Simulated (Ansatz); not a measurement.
## Effect of Mo → Zr on MoSi2

Base system: MoSi$_{2}$ (space group I4/mmm, No. 139; a = 3.190 Å, c = 7.821 Å).

Now apply this change: Zr takes the place of Mo on all its sites; the structure is relaxed again.

Calculations: Ansatz (a quantum-chemistry and plane-wave program), PBEsol, PAW, cutoff 420 eV, no SOC. k-mesh 20×20×20 (Γ-centred); smearing 0.05 eV (Fermi–Dirac).

- Volume per atom: 16.07 Å³ (base 13.27 Å³)
- Density: 5.08 g/cm³ (base 6.35 g/cm³)
- Lattice parameter a: 3.257 Å (base 3.190 Å)
- c/a ratio: 2.792 (base 2.451)
- Space group: I4/mmm (No. 139) (base I4/mmm (No. 139))
- Band gap: zero (base zero)

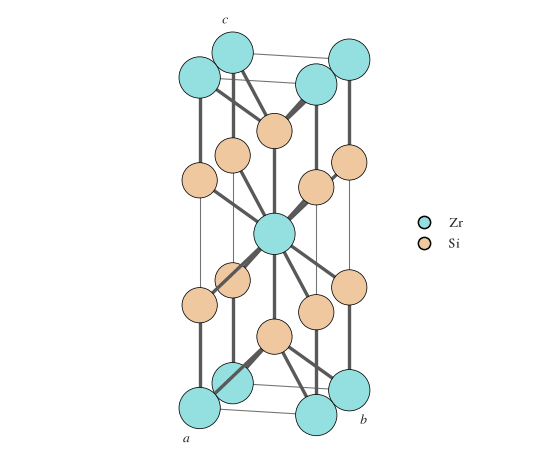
The relaxed conventional cell after the change

Cost of the whole job for the changed cell (relaxation, final SCF and bands): about 3 core-minutes (a rough figure).

Stability against distortions was not tested. As relaxed here, ZrSi2 is a hypothetical phase, not in the database extracts checked. All final runs are without spin polarisation. ZrSi2 has a high density of states at the Fermi level and may be magnetic at this level.
